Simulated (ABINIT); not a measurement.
Band structure of Sn (I4_1/amd, 2 atoms in the cell).

```xyz
2
Lattice="-2.9498 2.9498 1.6046 2.9498 -2.9498 1.6046 2.9498 2.9498 -1.6046" Properties=species:S:1:pos:R:3 pbc="T T T"
Sn     0.0000     2.9498     0.8023
Sn     0.0000     0.0000     0.0000
```

Method of the run: PBE, PAW (JTH v2.0 PBE PAW) (plane waves; ABINIT 10.0.3).

Settings: pseudos = [Sn.GGA_PBE-JTH.xml]; ecut = 20 Ha; pawecutdg = 40 Ha; pawxcdev = 0; occopt = 3; tsmear = 0.00499791 Ha; ngkpt = 9 9 9; nshiftk = 1; shiftk = 0 0 0; potentials = JTH v2.0 PBE PAW; kptopt = 1; nstep = 60; tolvrs1 = 1e-12.

The starting cell comes from a database of computed structures (which also holds hypothetical and non-ambient phases and stackings), without a prior relaxation at this level. Its lattice was rescaled by a random factor within 2.5 % of one.

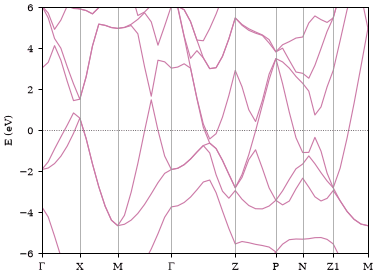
Figure. Bands along the path, energies from the Fermi level.

Levels in eV from the Fermi level, bands 11 to 18:
```json
[
 {"point": "Γ", "11": "-10.92", "12": "-3.73", "13": "-1.90", "14": "-1.90", "15": "3.04", "16": "6.08", "17": "6.08", "18": "6.68"},
 {"point": "X", "11": "-8.74", "12": "-8.74", "13": "0.60", "14": "0.60", "15": "1.52", "16": "1.52", "17": "5.92", "18": "5.92"},
 {"point": "M", "11": "-7.47", "12": "-7.47", "13": "-4.64", "14": "-4.64", "15": "4.98", "16": "4.98", "17": "9.10", "18": "9.10"},
 {"point": "Z", "11": "-6.45", "12": "-5.53", "13": "-2.93", "14": "-2.80", "15": "-2.80", "16": "2.92", "17": "5.49", "18": "5.49"},
 {"point": "P", "11": "-5.93", "12": "-5.93", "13": "-3.41", "14": "-3.41", "15": "3.50", "16": "3.50", "17": "3.83", "18": "3.83"},
 {"point": "N", "11": "-6.85", "12": "-5.30", "13": "-2.33", "14": "-1.64", "15": "-1.08", "16": "2.30", "17": "2.79", "18": "4.56"},
 {"point": "Z1", "11": "-6.45", "12": "-5.53", "13": "-2.93", "14": "-2.80", "15": "-2.80", "16": "2.92", "17": "5.49", "18": "5.49"}
]
```

Bands cross the Fermi level along this path, so the cell is metallic at this level.
